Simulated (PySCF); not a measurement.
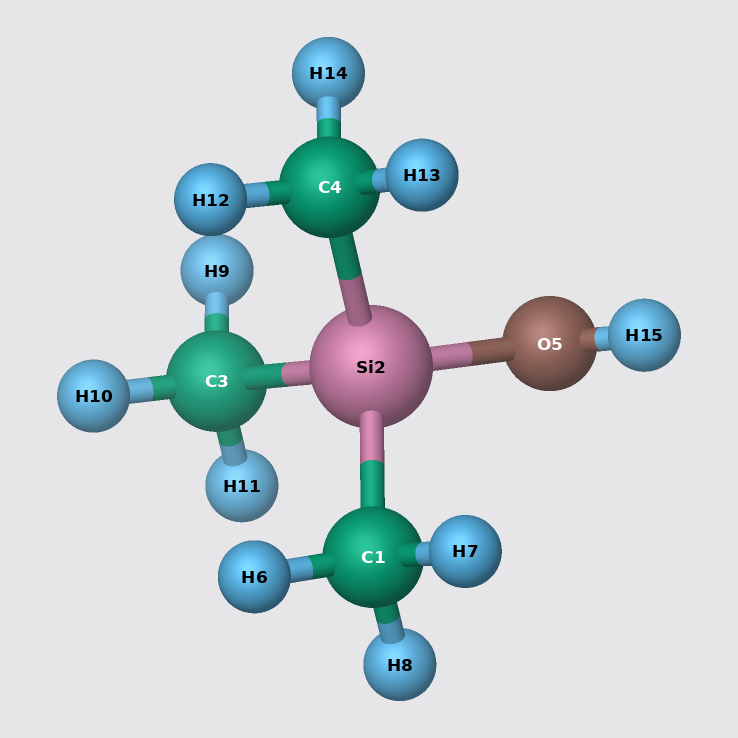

The geometry was computed by an optimisation with PBE0-D3(BJ)/def2-SVP. No frequency run is at hand to confirm it as a minimum. Properties computed with delta-SCF UKS HF, pcX-2 on the ionised atom, pcseg-1 elsewhere, spin-free X2C (PySCF 2.14.0).

Give the core-electron binding energies (to vacuum; p and d levels without spin–orbit splitting) of C1 1s, Si2 1s, Si2 2p, O5 1s.

```tsv
atom	level	binding energy (eV)
C1	1s	289.9
Si2	1s	1847.4
Si2	2p	106.2
O5	1s	537.4
```
